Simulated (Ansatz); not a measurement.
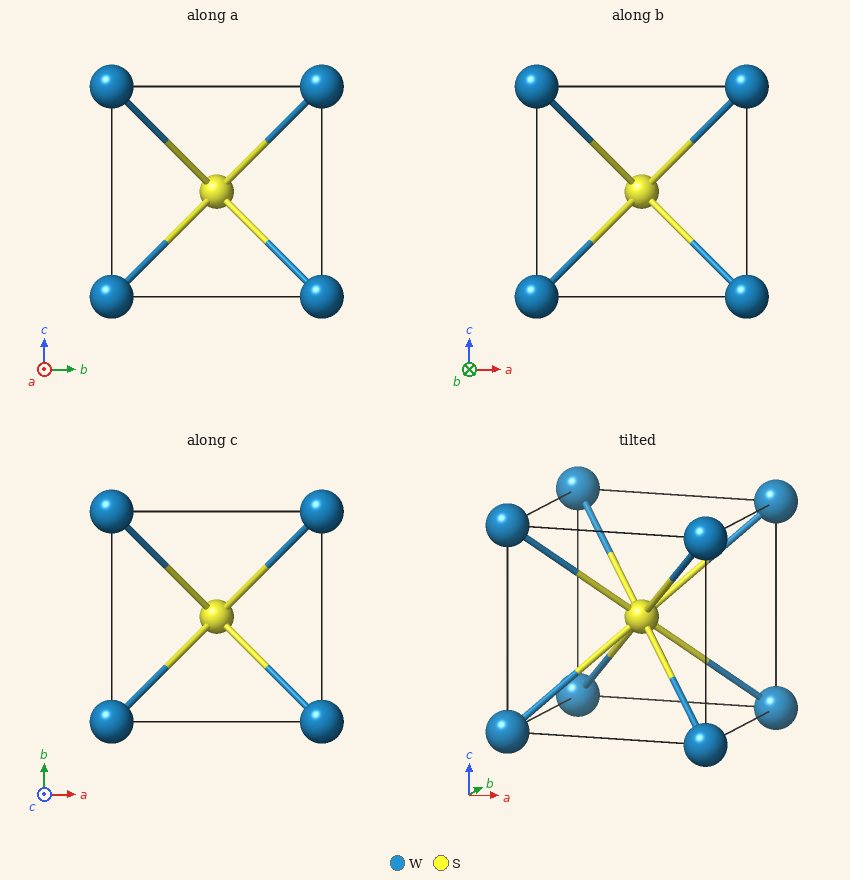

A ball-and-stick rendering, viewed along the a axis, along the b axis, along the c axis and slightly off an axis. The outline marks the conventional unit cell.

Lattice parameters: a = 3.4103 Å, b = 3.4103 Å, c = 3.4103 Å, α = 90.000°, β = 90.000°, γ = 90.000°.

### Transcribe the picture into a CIF in P1 with every atom of the cell.

```cif
data_structure
_symmetry_space_group_name_H-M 'P 1'
_symmetry_Int_Tables_number 1
_cell_length_a 3.4103
_cell_length_b 3.4103
_cell_length_c 3.4103
_cell_angle_alpha 90.000
_cell_angle_beta 90.000
_cell_angle_gamma 90.000
_cell_volume 39.66
loop_
_atom_site_label
_atom_site_type_symbol
_atom_site_fract_x
_atom_site_fract_y
_atom_site_fract_z
_atom_site_occupancy
W1 W 0.0000 0.0000 0.0000 1
S1 S 0.5000 0.5000 0.5000 1
```

Starting structure: a structure type filled with these elements by a generator (whether the compound takes this form wasn't checked). The geometry was optimised with DFT PBE+U, scalar-relativistic, plane waves, PAW (Ansatz 0.2.0).
